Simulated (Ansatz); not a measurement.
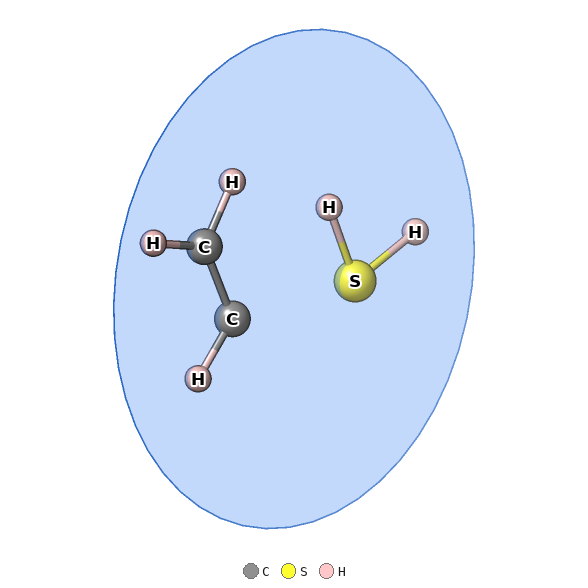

All proper rotation axes (lines) and mirror planes (discs) of the structure are drawn in. Distant atoms are faded towards the background colour. State: charge −1, singlet. Computed geometry: PBE0-D4/def2-TZVPD optimisation. No frequency run is at hand to confirm it as a minimum.

> Name the symmetry elements and the point group.

It has 1 mirror plane. Point group Cs. The group has 2 operations. The geometry is achiral, and symmetry allows a dipole moment.
